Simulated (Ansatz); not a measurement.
## Fields on a plane of SnO (litharge type, space group P4/nmm)

```
CELL_PARAMETERS angstrom
      3.79339     0.00000     0.00000
      0.00000     3.79339     0.00000
      0.00000     0.00000     4.76431
ATOMIC_POSITIONS crystal
  Sn 0.50000 0.00000 0.24059
  Sn 0.00000 0.50000 0.75941
  O  0.00000 0.00000 0.00000
  O  0.50000 0.50000 0.00000
```

The slice is a (0 -1 1) plane (indices of the conventional cell) through the point (0.000, 0.000, 0.000) (fractional), spanned by u = [100] and v = [011] in vectors of this cell: u (3.79 Å) and v (6.09 Å, at 90° to u). It covers one period; positions are fractions (u, v).

Atoms on it: O at (0.00, 0.00). Other atoms lie within 1 Å of the plane.

Level of theory: r2SCAN+rVV10 (plane waves to 500 eV, PAW, scalar-relativistic; Ansatz, a quantum-chemistry and plane-wave program). k mesh 9×9×7. Inside the PAW spheres the values are not all-electron values, and peaks at nuclei hang on which shells count as valence. At this level the bands of SnO touch or barely overlap; measurements give the solid a gap. SnO was relaxed with its symmetry unable to fall.

```
|xxxxxxxx##**==----==**##xxxxxx|
|xxxxxx##%%%%##****##%%%%##xxxx|
|xxxx**%%%%%%%%%%%%%%%%%%%%**xx|
|--==++**%%%%@@@@@@@@%%%%**++==|
|    ..==**%%@@@@@@@@%%**==..  |
|        ==##%%@@@@%%##==      |
|xxxx    --**%%@@@@%%**--    xx|
|xxxx    ::**%%@@@@%%**::    xx|
|xxxx    --**%%@@@@%%**--    xx|
|xx      ++##%%@@@@%%##++      |
|      ==**%%@@@@@@@@%%**==    |
|--==++##%%@@@@@@@@@@@@%%##++==|
|####%%%%@@@@@@@@@@@@@@@@%%%%##|
|@@@@@@@@@@@@@@%%%%@@@@@@@@@@@@|
|@@@@@@@@%%%%########%%%%@@@@@@|
|@@@@@@%%##**++====++**##%%@@@@|
|@@@@%%##++--        --++##%%@@|
|@@@@%%**--            --**%%@@|
|@@@@##++    xxxxxxxx    ++##@@|
|%%%%##==    xxxxxxxx    ==##%%|
|xxxx**==    xxxxxxxx    ==**xx|
|xxxxxx==    xxxxxxxx    ==xxxx|
|xxxxxxxx--            --xxxxxx|
|xxxxxxxx++--        --++xxxxxx|
```
Scale: ten equal steps from -3.00 (start of ' ') to 5.85 (end of '@'), in the order ' .:-=+*#%@'. Values: electrostatic potential energy of an electron, from the cell's mean, in eV. The map has 15 points along u (two characters each, u = 0 at the left) and 24 along v (v = 0 in the bottom row). Points within 0.9 Å of a nucleus are blanked (x), as the pseudised field means little there. Values under -3 eV are set to -3. The zero, the cell's mean, hangs on the PAW cores.

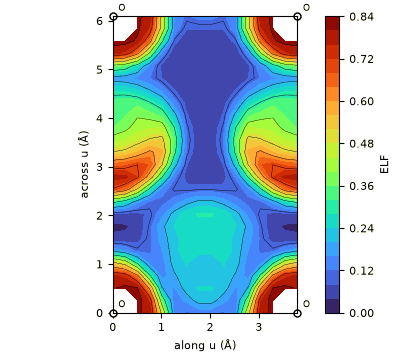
Fig. 1. Electron localisation function (ELF), one period of the plane, atoms marked. Points within 0.4 Å of a nucleus are left white, as the pseudised field means little there.
